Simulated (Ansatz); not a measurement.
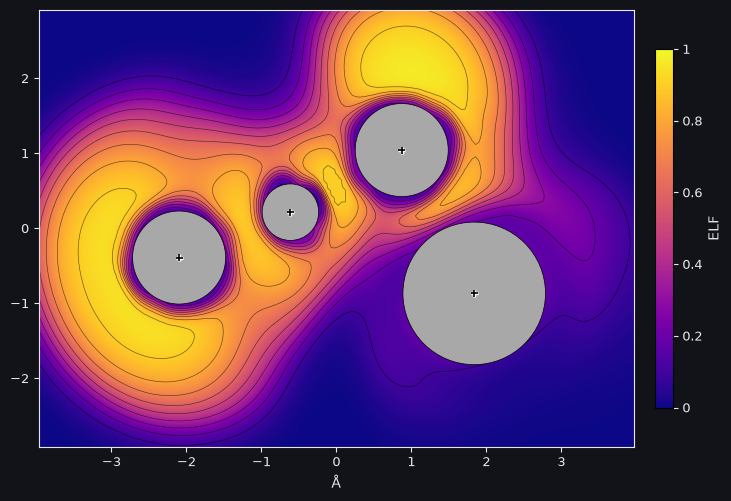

The electron localisation function on a plane through atoms (crosses mark nuclei in the plane; grey discs cover the cores).

These are results of Ansatz 0.2.0, isolated molecule in a Gaussian basis; Kohn-Sham density functional theory, functional PBE0, not measurements.

Candidates:
A. CCuP$_{2}$ (SMILES [P]=C=[P][Cu]) (doublet)
B. Cl$_{2}$FH$_{3}$Si$_{2}$
C. CH$_{4}$ClSi (SMILES [CH2][SiH2]Cl) (doublet)

Q: Which candidate gave the map?

A: Candidate A: CCuP$_{2}$ on the molecular plane, which holds C, Cu and P. C–P (1.60 Å): the ELF peaks at about 0.90 between the atoms: localised, covalent bonding. Cu–P (2.14 Å): the ELF peaks at about 0.80 in the valence shell of P, 0.9 Å from its nucleus, and is about 0.50 at the midpoint.
